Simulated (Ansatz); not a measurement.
# CH5AlSSi: the cost of one run

Computed with the Python package of Ansatz 0.2.0. Level of theory: PBE/def2-SVP.

## Step 1: Starting point

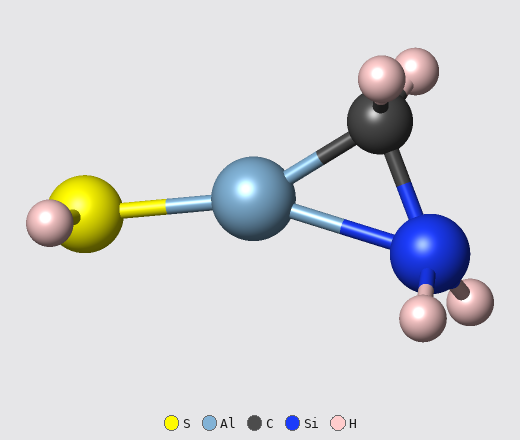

The starting structure, viewed from a chosen angle; sulfur yellow, aluminium light blue, carbon dark grey, silicon blue, hydrogen pink.

The script holds or builds the structure itself.

## Step 2: The code

File torsion_ch5alssi.py:

```python
"""Rigid torsion scan of CH5AlSSi."""

import ansatz as az
from ase import Atoms

BASIS_SET = "def2-SVP"
XC = "pbe"
FORCE_TOL = 0.02

atoms = Atoms(["S", "Al", "C", "Si", "H", "H", "H", "H", "H"], positions=[
    (-1.3429, 1.085, -2.6137),
    (-0.3249, 0.2504, -0.8307),
    (1.1932, -0.0822, 0.3125),
    (-0.0718, -0.9964, 1.1923),
    (-1.7173, 2.295, -1.937),
    (2.003, -0.7288, -0.1104),
    (1.6219, 0.8017, 0.8909),
    (-0.3386, -2.397, 0.8303),
    (-0.9341, -0.2738, 2.2487),
])

# start the scan from a relaxed geometry
first = (
    az.Crystal.molecule_from_ase(atoms).calculation()
    .basis(gaussian=BASIS_SET)
    .functional(XC)
    .relax(force_tolerance=FORCE_TOL, max_steps=80)
)
atoms.positions = first.run(threads=1).report["positions_ang"]

start = atoms.get_dihedral(2, 1, 0, 4)
energies = {}
for turn in range(0, 360, 40):
    turned = atoms.copy()
    turned.set_dihedral(2, 1, 0, 4, start + turn, indices=[0, 4])
    calc = (
        az.Crystal.molecule_from_ase(turned).calculation()
        .basis(gaussian=BASIS_SET)
        .functional(XC)
    )
    energies[round((start + turn) % 360)] = calc.run(threads=1).report["free_energy_ev"]
floor = min(energies.values())
print("dihedral C2-Al1-S0-H4 (deg)   E - E(min) (kJ/mol)")
for angle, e in sorted(energies.items()):
    print(f"{angle:8d} {96.485332 * (e - floor):14.3f}  " + "#" * int(30 * (e - floor) / max(max(energies.values()) - floor, 1e-9)))
```

## Step 3: What the engine is handed

The package turns the script's settings into the engine's input (first run):

```yaml
crystal:
  periodic: [false, false, false]
  atoms:
    - { symbol: S, position_ang: [-1.3429, 1.085, -2.6137] }
    - { symbol: Al, position_ang: [-0.3249, 0.2504, -0.8307] }
    - { symbol: C, position_ang: [1.1932, -0.0822, 0.3125] }
    - { symbol: Si, position_ang: [-0.0718, -0.9964, 1.1923] }
    - { symbol: H, position_ang: [-1.7173, 2.295, -1.937] }
    - { symbol: H, position_ang: [2.003, -0.7288, -0.1104] }
    - { symbol: H, position_ang: [1.6219, 0.8017, 0.8909] }
    - { symbol: H, position_ang: [-0.3386, -2.397, 0.8303] }
    - { symbol: H, position_ang: [-0.9341, -0.2738, 2.2487] }
basis:
  gaussian:
    orbitals: def2-SVP
hamiltonian:
  xc: pbe
relax:
  f_tol: 0.02
  max_steps: 80
```

## Step 4: Launch

Command:

```
> python torsion_ch5alssi.py
```

**Question.** How long does this script take on 1 thread of Arm Neoverse V1, shared host, and how much memory does it need?

About 100 s, with a peak of 0.22 GiB.
